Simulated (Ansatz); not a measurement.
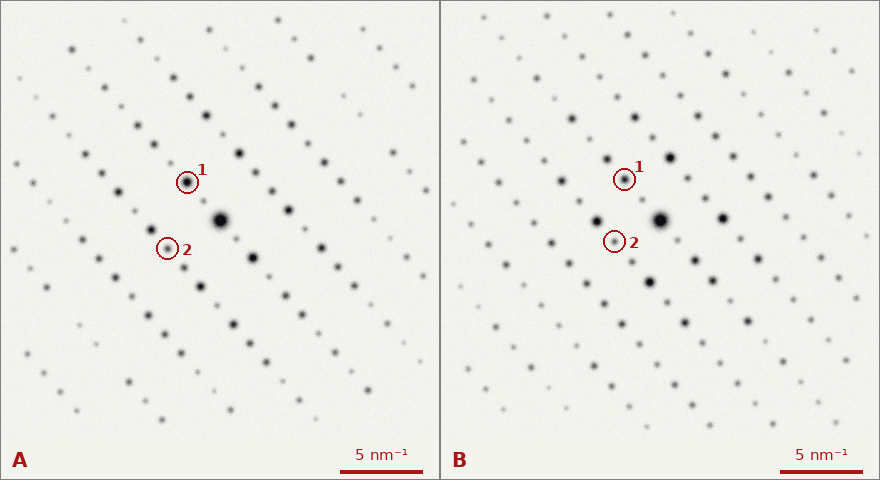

Kinematic electron diffraction patterns (200 kV, B = 0.5 Å², same scale) along [011] of the run's own cell, for the start and the end of one relaxation of GdAlO with DFT, PAW plane waves, r2scan+U in Ansatz 0.2.0. k mesh 4×4×6. The start is a generated model structure, and the relaxation ends in the nearest stationary point of its symmetry, not necessarily the ground state. Spot 1 is -2 0 0 and spot 2 is -1 -1 1 in both.

Start structure:

```
CELL_PARAMETERS angstrom
3.50797 6.07599 0.00000
-3.50797 6.07599 0.00000
0.00000 0.00000 3.82857
ATOMIC_POSITIONS crystal
Al 0.75400 0.24600 0.50000
Al 0.24600 0.00000 0.50000
Al 0.00000 0.75400 0.50000
O 0.00000 0.00000 0.00000
O 0.33330 0.33340 0.50000
O 0.66670 0.66660 0.50000
Gd 0.41250 0.58750 0.00000
Gd 0.58750 0.00000 0.00000
Gd 0.00000 0.41250 0.00000
```

Which pattern belongs to the start structure, and which to the relaxed one?

B is the start: its cell gives d(1) = 3.038 Å, d(2) = 3.239 Å and an angle of 74.5°. A is the relaxed structure, with d(1) = 3.250 Å (+7.0 %), d(2) = 2.732 Å (-15.6 %) and 77.9°.

Name reflections whose intensity changes strongly on relaxation.

3 0 0 goes from 34 to 2.3 % of the strongest spot; 4 0 0 goes from 1.9 to 18 % of the strongest spot; 6 1 -1 goes from 2.7 to 13 % of the strongest spot.

What did the relaxation do to the structure and the energy?

The volume changed by -10.0 % to 16.33 Å³ an atom; with the mean shift removed, the atoms moved by up to 0.33 Å relative to the cell (Al most); the space group stayed P-62m (No. 189); the free energy fell by 410 meV an atom. Relaxed cell: a = 7.505 Å, b = 7.506 Å, c = 3.011 Å, α = 90.00°, β = 90.00°, γ = 60.00°.
